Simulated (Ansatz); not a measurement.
## ScB3 (built on the sites of a database entry of ScGa3): relaxing the cell for a phonon run

Aim: bring ScB3 (built on the sites of a database entry of ScGa3) to small forces and stress, as phonons need.

Program: Ansatz 0.2.0. Level of theory: DFT LDA, scalar-relativistic, plane waves, norm-conserving pseudopotentials. Results are calculated unless marked as measured.

The structure was built from a prototype and need not be the compound's stable phase.

### 1. The starting structure

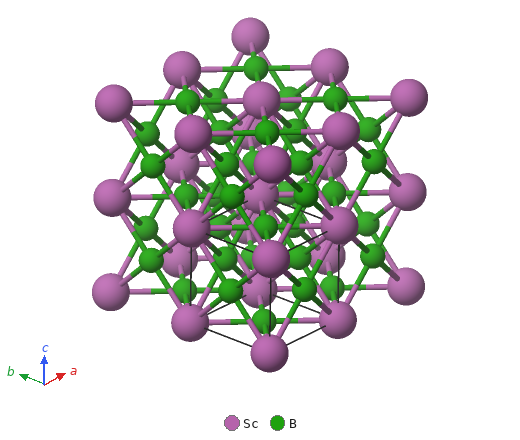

The cell as given, from a free direction (scandium purple, boron green). 2×2×2 cells are drawn. Some periodic images of atoms are drawn too.

### 2. Probe on a coarse mesh

A quick single point on a coarse mesh tells whether the cell has a gap and how far it is from rest, which sets the k mesh and smearing that follow.

File input.yaml:

```yaml
crystal:
  lattice:
    - [3.64433, 0.0, 0.0]
    - [0.0, 3.64433, 0.0]
    - [0.0, 0.0, 3.64433]
  atoms:
    - { symbol: Sc, position: [0.0, 0.0, 0.0] }
    - { symbol: B, position: [0.0, 0.5, 0.5] }
    - { symbol: B, position: [0.5, 0.0, 0.5] }
    - { symbol: B, position: [0.5, 0.5, 0.0] }
kpoints:
  mp_grid: { grid: [6, 6, 6] }
hamiltonian:
  xc: lda
  pseudopotentials: { kind: nc }
scf:
  occupations: { method: gaussian, width: 0.1 }
output:
  forces: true
  stress: true
  eigenvalues: true
```

On the command line:

```sh
> ansatz run input.yaml --threads 4 --pin off --max-ram 7168MiB --backend cpu --events-out ev --progress --plain --runs-dir out
```

Numbers of over 12 decimals in the logs are rounded to 6 here.

The log of the run:

```text
Engine: ansatz 0.2.0, aarch64-unknown-linux-gnu
Pseudopotentials: kind: nc
Pseudopotential: Sc, nc, valence charge 11, recommended cutoff 1061.244064 eV (normal), Sc.nc.azcp (PseudoDojo's, or run here from an input of PseudoDojo's: the run reads no file of this project's for it)
[...]
--- Band table (eV; the first three rows and the last of 20) ---
  k-point 0: bands = [... 6 lower, 5.5357, 6.4062, 6.4062, 6.4062, 11.4702, 11.4702, 11.4702, 11.8670]
  k-point 1: bands = [... 6 lower, 5.7479, 6.4387, 6.4387, 7.7941, 10.4172, 10.4172, 10.5730, 11.5161]
  k-point 2: bands = [... 6 lower, 6.3717, 6.4754, 6.4754, 8.9221, 9.4983, 9.8140, 9.8140, 11.6111]
  k-point 19: bands = [... 6 lower, 3.0367, 3.9036, 5.5612, 5.5612, 5.5612, 12.5091, 12.5091, 13.9403]
[key lines of the parts left out:]
SCF converged after 8 iterations
Free energy (F): -1553.820409 eV
Fermi energy:    8.581282 eV
P = ⅓ Tr σ = -32.1951 GPa (-321.951 kbar)
```

Run time: 0.79 s. Hardware: 4 threads of Arm Neoverse V1, shared host; peak memory 0.34 GiB; 2.8 s of CPU time.

This step gave:

| Property | Result |
| --- | --- |
| pressure | -32.20 GPa |
| volume per atom | 12.10 Å³ |
| gap on the k-mesh | 0 eV |

The coarse mesh shows no gap and a pressure of -32.2 GPa.

### 3. Coarse relaxation

A rough relaxation comes first, because large forces or stress need no tight tolerances yet.

Changes to input.yaml since step 2:

```diff
@@ -21 +21,6 @@
   eigenvalues: true
+relax:
+  adjacent_minimum: "off"
+  f_tol: 0.05
+  max_steps: 80
+  cell: { stress_tol: 0.5 }
```

The log of the run:

```text
[...]
Crystal: 4 atoms, lattice volume = 48.401 Å³
Basis set: ecut = 1061.244064 eV, 3791 PW (Γ)
Bands: 14, of which v1, the nominal top of the filled ones, is band 10 counted from 1 (9 counted from 0)
Symmetry: 48 space group operations
[...]
k-points: 20 of 216
[...]
F+E_penalty+E_count = -1555.69456944 eV   max|allowed force component| = 2.494e-30 eV/Å   (the final SCF, on the basis selected at the relaxed cell)
  cell:  # Å, volume = 34.7733 Å³
    - [3.263989, 0, 0]
    - [0, 3.263989, 0.0]
    - [0, 0, 3.263989]
  atoms:
    - { symbol: Sc, position: [0, 0, 0] }
    - { symbol: B, position: [0, 0.5, 0.5] }
    - { symbol: B, position: [0.5, 0, 0.5] }
    - { symbol: B, position: [0.5, 0.5, 0] }
[key lines of the parts left out:]
SCF converged after 4 iterations
Free energy (F): -1555.694569 eV
Fermi energy:    13.036798 eV
P = ⅓ Tr σ = -0.0728 GPa (-0.728 kbar)
```

Wall time 5 s (4 threads); peak memory 0.37 GiB.

The steps of the relaxation:

| step | energy less that of the first step (eV) | largest force component (eV/Å) | pressure (GPa) | volume (Å³) |
| --- | --- | --- | --- | --- |
| 1 | 0.0000 | 0.0000 | -32.20 | 48.40 |
| 2 | -1.2399 | 0.0000 | -24.91 | 41.66 |
| 3 | -1.8637 | 0.0000 | -4.43 | 35.58 |
| 4 | -1.8754 | 0.0000 | 0.59 | 34.67 |
| 5 | -1.8755 | 0.0000 | 0.01 | 34.77 |
| 6* | -1.8742 | 0.0000 | -0.07 | 34.77 |

Relaxation steps marked * repeat the geometry before them on a plane-wave basis chosen anew for their cell, so energy and pressure can jump there.

Forces are held to the 48 operations that the run works with; a distortion that breaks them can't arise in this run.

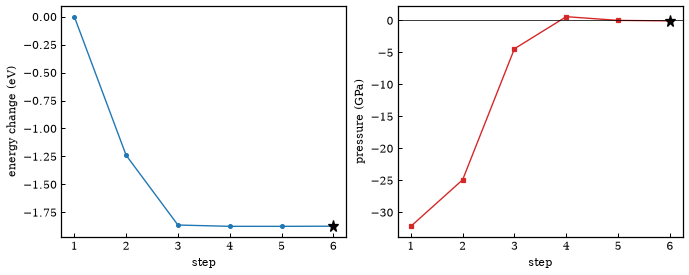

Energy and pressure along the relaxation. Stars mark steps on a basis chosen anew.

| conventional cell, symmetrised | before | after | change |
| --- | --- | --- | --- |
| a (Å) | 3.644 | 3.264 | -10.4 % |
| b (Å) | 3.644 | 3.264 | -10.4 % |
| c (Å) | 3.644 | 3.264 | -10.4 % |
| volume (Å³/atom) | 12.10 | 8.69 | -28.2 % |

The relaxed structure:

```xyz
4
Lattice="3.2640 0.0000 0.0000 0.0000 3.2640 0.0000 0.0000 0.0000 3.2640" Properties=species:S:1:pos:R:3 pbc="T T T"
Sc    0.0000    0.0000    0.0000
B     0.0000    1.6320    1.6320
B     1.6320    0.0000    1.6320
B     1.6320    1.6320    0.0000
```

Numbers from this step:

```
pressure        : -0.07275 GPa
volume per atom : 8.693 Å³
```

In this step the volume went from 12.10 to 8.69 Å³/atom.

### 4. Bringing the structure to rest

The cell and atoms are relaxed, since residual forces and stress would shift the frequencies.

File input.yaml:

```yaml
crystal:
  lattice:
    - [3.2639886519, 0.0, 0.0]
    - [0.0, 3.2639886519, 0.0]
    - [0.0, 0.0, 3.2639886519]
  atoms:
    - { symbol: Sc, position: [0.0, 0.0, 0.0] }
    - { symbol: B, position: [0.0, 0.5, 0.5] }
    - { symbol: B, position: [0.5, 0.0, 0.5] }
    - { symbol: B, position: [0.5, 0.5, 0.0] }
kpoints:
  mp_grid: { grid: [12, 12, 12] }
hamiltonian:
  xc: lda
  pseudopotentials: { kind: nc }
scf:
  occupations: { method: gaussian, width: 0.1 }
output:
  forces: true
  stress: true
  eigenvalues: true
  write_density: true
  write_potential: true
  elf: true
  volumetric_format: npy
relax:
  adjacent_minimum: "off"
  f_tol: 0.005
  max_steps: 80
  cell: { stress_tol: 0.05 }
```

The log of the run:

```text
[...]
Crystal: 4 atoms, lattice volume = 34.773 Å³
Basis set: ecut = 1061.244064 eV, 2777 PW (Γ)
Bands: 14, of which v1, the nominal top of the filled ones, is band 10 counted from 1 (9 counted from 0)
[... 1 set-up line as in the run before ...]
[...]
k-points: 84 of 1728
[...]
SCF iter   1: F=—  HF=-1556.075504 eV  |F-HF|=—  |Δ(HF+E_count)|=         —  Δρ=4.73e-2  dr2=1.25e0  ethr=3.10e-3  ⟨swp⟩=5.7  Hψ=5895  notcnv=0
[...]
SCF iter   7: F=-1555.695670 eV  HF=-1555.695670 eV  |F-HF|=4.45e-9  |Δ(HF+E_count)|=   2.89e-7  Δρ=5.13e-6  dr2=5.27e-9  ethr=5.00e-10  ⟨swp⟩=12.0  Hψ=9800  notcnv=0
SCF 1 converged in 7 iterations: F = -1555.695670 eV  dr2 = 5.27e-9
relax step   1: F+E_penalty+E_count = -1555.69567043 eV  Δ(F+E_penalty+E_count) = +0.000e0 eV  max|allowed force component| = 2.396e-29 eV/Å  Δτ_max = 0.0000 Å  P = +0.016 GPa  Ω = 34.773 Å³  (7 SCF iters, dr2 threshold 1.00e-7 eV, accepted)
[...]
SCF iter   4: F=-1555.695670 eV  HF=-1555.695670 eV  |F-HF|=4.55e-13  |Δ(HF+E_count)|=  1.61e-11  Δρ=2.52e-7  dr2=4.71e-12  ethr=1.00e-12  ⟨swp⟩=7.8  Hψ=6736  notcnv=0
SCF 2 converged in 4 iterations: F = -1555.695670 eV  dr2 = 4.71e-12
relax step   2: F+E_penalty+E_count = -1555.69567043 eV  Δ(F+E_penalty+E_count) = -2.449e-9 eV  max|allowed force component| = 2.580e-29 eV/Å  Δτ_max = 0.0000 Å  P = +0.016 GPa  Ω = 34.773 Å³  stress off target by 1.55e-2 GPa  SCF on the basis re-selected at this cell (its energy is not comparable with the rows above)  (4 SCF iters)
basis re-selected at this cell: Δ(F+E_penalty+E_count) = -2.449e-9 eV, ΔP = +0.000 GPa vs the last step (what re-selecting the basis moved, of the pressure what is left beyond the Pulay correction that the steps carried, after the strain that the cell walked since its last selection, with what the two solves' SCF thresholds leave and, on support functions, any second-order correction that the steps lacked; it is no m [...]
SCF converged after 4 iterations
Free energy (F): -1555.695670 eV
[...]
Internal energy: -1555.692556 eV  (E = F + TS)
E sigma→0 (E₀):  -1555.694113 eV
Entropy (-TS):   -0.003114 eV (-0.779 meV/atom)
Fermi energy:    12.905463 eV
[...]
--- Stress (GPa, compression-positive) ---
        0.015545      -0.000000       0.000000
       -0.000000       0.015545       0.000000
        0.000000       0.000000       0.015545
  P = ⅓ Tr σ = 0.0155 GPa (0.155 kbar)
--- Band table (eV; the first three rows and the last of 84) ---
  k-point 0: bands = [... 6 lower, 9.6638, 10.1545, 10.1545, 10.1545, 16.6934, 16.6934, 16.6934, 17.0537]
  k-point 1: bands = [... 6 lower, 9.7077, 10.1417, 10.1417, 10.9683, 15.8951, 15.8951, 16.7153, 16.7535]
  k-point 2: bands = [... 6 lower, 9.8354, 10.0976, 10.0976, 11.9803, 15.1778, 15.1778, 16.0771, 16.7758]
  k-point 83: bands = [... 6 lower, 6.6555, 6.6555, 9.5936, 9.5936, 9.5936, 18.4205, 18.4205, 20.9867]
--- Relaxed structure (1 steps of the walk, 1 accepted, 1 SCFs on fresh bases) ---
[...]
cell:  # Å, volume = 34.7733 Å³
    - [3.2639886519, 0.0, 0.0]
    - [0.0, 3.2639886519, 0.0]
    - [0.0, 0.0, 3.2639886519]
  atoms:
    - { symbol: Sc, position: [0.0, 0.0, 0.0] }
    - { symbol: B, position: [0.0, 0.500000, 0.500000] }
    - { symbol: B, position: [0.500000, 0.0, 0.500000] }
    - { symbol: B, position: [0.500000, 0.500000, 0.0] }
```

Elapsed: 5.3 s, on 4 threads; peak memory 0.42 GiB.

Little changed from the start: no atom moved by 0.005 Å and no cell edge by 0.1 %.

Numbers from this step:

```yaml
pressure: 0.01554 GPa
```

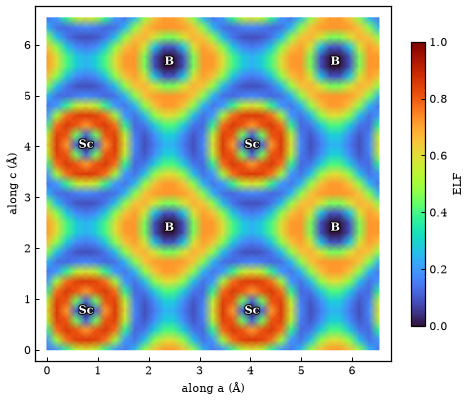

ELF in the ac plane at fractional y = 0.000, with atoms of Sc and B within 0.2 Å of it. It is the smooth field of the valence electrons, not physical close to the nuclei. The map starts off the cell's origin, so that atoms lie inside it.

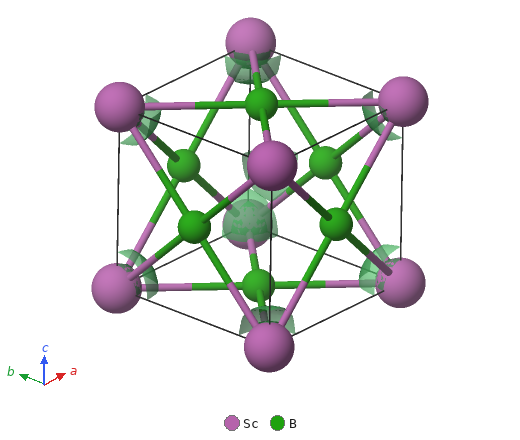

Surface of ELF = 0.78.

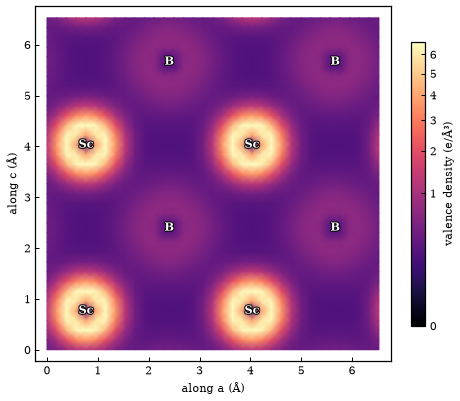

Valence density in the ac plane at fractional y = 0.000, with atoms of Sc and B within 0.2 Å of it. It is the smooth field of the valence electrons, not physical close to the nuclei. The map starts off the cell's origin, so that atoms lie inside it. The colour scale is stretched toward low values.

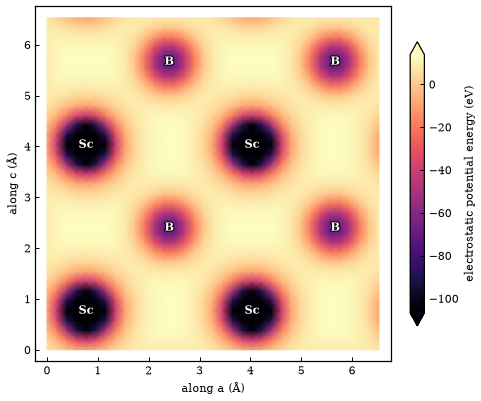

Electrostatic potential energy in the ac plane at fractional y = 0.000, with atoms of Sc and B within 0.2 Å of it. With pseudopotentials it is smooth inside the atoms' cores, unlike the true potential. The map starts off the cell's origin, so that atoms lie inside it.

In this step the volume went from 8.69 to 8.69 Å³/atom.

### 5. Relaxing to small forces for the phonons

Phonons need a cell at rest on their own settings, so the relaxation is repeated with tight tolerances on forces and stress on the k mesh and occupations of the first response run.

input.yaml, the sections that differ from step 4:

```yaml
scf:
  occupations: { method: methfessel_paxton, width: 0.15 }
output:
  forces: true
  stress: true
  eigenvalues: true
relax:
  adjacent_minimum: "off"
  f_tol: 0.001
  max_steps: 60
  cell: { stress_tol: 0.01 }
# crystal, kpoints, hamiltonian: as in step 4
```

The log of the run:

```text
[...]
Crystal: 4 atoms, lattice volume = 34.773 Å³
Basis set: ecut = 1061.244064 eV, 2777 PW (Γ)
Bands: 14, of which v1, the nominal top of the filled ones, is band 10 counted from 1 (9 counted from 0)
[... 1 set-up line as in the run before ...]
[...]
k-points: 84 of 1728
[...]
k-point 83: bands = [... 6 lower, 6.6550, 6.6550, 9.5931, 9.5931, 9.5931, 18.4201, 18.4201, 20.9859]
--- Relaxed structure (2 steps of the walk, 2 accepted, 1 SCFs on fresh bases) ---
[...]
cell:  # Å, volume = 34.7749 Å³
    - [3.264038, 0.0, 0]
    - [0, 3.264038, 0]
    - [0, 0, 3.264038]
  atoms:
    - { symbol: Sc, position: [0, 0, 0] }
    - { symbol: B, position: [0, 0.5, 0.5] }
    - { symbol: B, position: [0.5, 0, 0.5] }
    - { symbol: B, position: [0.5, 0.5, 0] }
[key lines of the parts left out:]
SCF converged after 3 iterations
Free energy (F): -1555.693907 eV
Fermi energy:    12.899763 eV
P = ⅓ Tr σ = 0.0028 GPa (0.028 kbar)
```

Run time: 6.7 s. Hardware: 4 threads; peak memory 0.42 GiB.

Little changed from the start: no atom moved by 0.005 Å and no cell edge by 0.1 %.

This step gave:

| Quantity | Value |
| --- | --- |
| pressure | 0.002774 GPa |
| volume per atom | 8.694 Å³ |

The forces vanish by symmetry and the pressure is 0.003 GPa, within the tolerances set. The cell now holds 8.69 Å³/atom.

### 6. What came out

```
space group after relaxation (within 0.01 Å) : Pm-3m
lattice constant a                           : 3.264 Å
lattice constant b                           : 3.264 Å
lattice constant c                           : 3.264 Å
volume per atom                              : 8.69 Å³
```

The forces vanish by symmetry and the pressure is 0.003 GPa, within the tolerances set. The cell now holds 8.69 Å³/atom. The relaxation keeps the symmetry of its start, so it says nothing on stability against lower symmetry. The starting cell was built on a prototype and not taken from a measurement, so the phase need not exist.

[Logs are printed without paths, hosts, clocks, repeated set-up lines and the standing remarks that a program may print on its own settings, such as how far it seeks lower states.]

[Hosts, paths, dates, database ids (printed as entryN), source tags and the programs' standing remarks are cut or masked in the printed files.]
